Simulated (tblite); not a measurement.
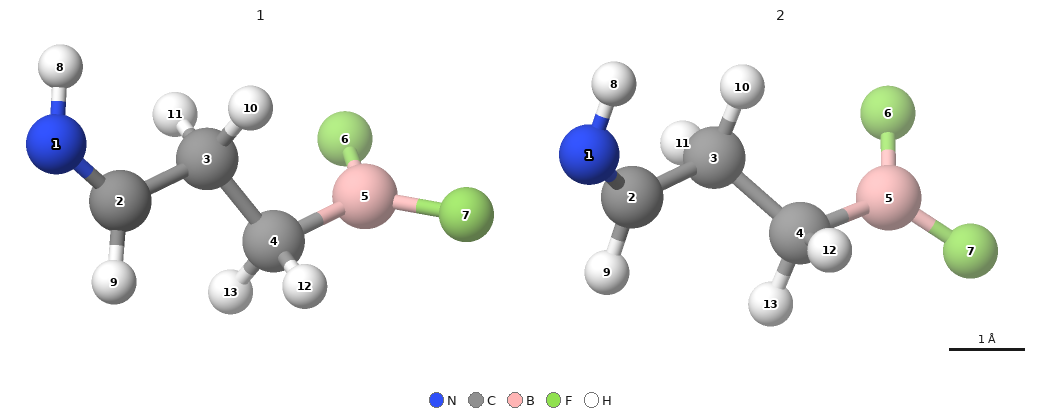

Two geometries of C₃H₆BF₂N, drawn at one scale. One is the start of a relaxation, the other its converged end. A ball-and-stick model, seen at a tilt.

All numbers below come from GFN2-xTB geometry optimisation, gas phase in tblite. 

Which geometry has the lower energy?

Structure 2 is the relaxed one. The energy falls by 74.8 kJ/mol in 150 geometry steps. The largest moves after the best rigid fit, 0.74 Å, are those of F6, F7 and H8. By element the largest moves are F 0.74 Å, H 0.74 Å, N 0.34 Å, C 0.30 Å, B 0.08 Å. Among the contacts that change: B5–F6 1.451 → 1.317 Å, B5–F7 1.436 → 1.317 Å, C4–H12 1.126 → 1.094 Å, C3–H11 1.116 → 1.094 Å. Bond angles that change, for instance: N1–C2–C3 121.2° → 128.5°, C2–N1–H8 121.7° → 115.0°, F6–B5–F7 119.8° → 113.9°. Groups turn about C4–B5 by about 55°, C2–C3 by about 50°.
